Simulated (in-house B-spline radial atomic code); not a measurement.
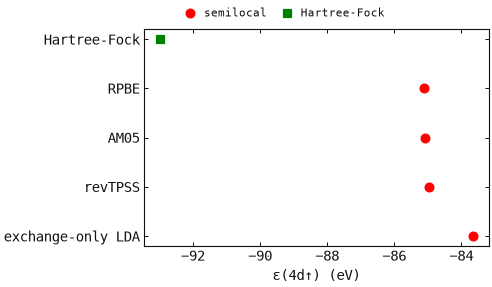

The Ru⁶⁺ ion in the configuration [Kr] 4d2 (high spin). All runs are scalar-relativistic, spin-polarised and spherical, computed with an in-house B-spline radial code (spin-free X2C). Hartree-Fock is the average over the configuration. The plot shows the eigenvalue (eV) of the 4d up orbital by 5 methods.

**How much do the methods differ, and in which order?**

The deepest is Hartree-Fock (−93.0) and the shallowest exchange-only LDA (−83.7), a spread of 9.34 eV. In order (eV): Hartree-Fock (−93.0), RPBE (−85.1), AM05 (−85.1), revTPSS (−85.0), exchange-only LDA (−83.7). On the whole, exact exchange removes self-interaction and deepens occupied levels.
